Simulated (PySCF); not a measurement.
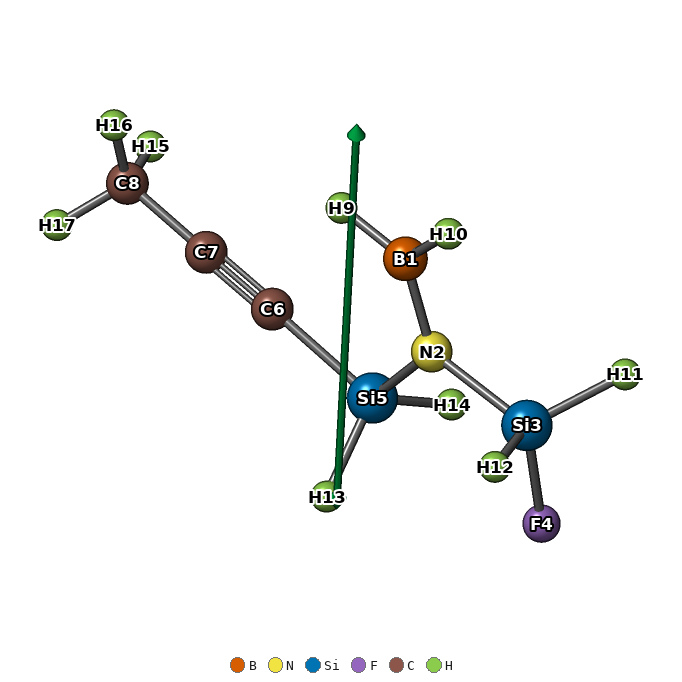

The double arrow shows the direction of the transition dipole to excited singlet state 5 (its length means nothing). The geometry was computed by an optimisation with GFN2-xTB. No frequency run is at hand to confirm it as a minimum. Method: TDDFT CAM-B3LYP/def2-SVPD, vertical, gas phase, core orbitals frozen in the response (PySCF 2.14.0).

### Where does the transition lie, and how strong is it?

7.16 eV (173 nm), oscillator strength 0.072, mainly HOMO−2 → LUMO (weight 0.57); transition dipole 1.63 D.

The geometry is semi-empirical. Around B, Si such bond lengths and angles can be off by a tenth of an ångström or more and by several degrees, and values that hang on the shape move with them.
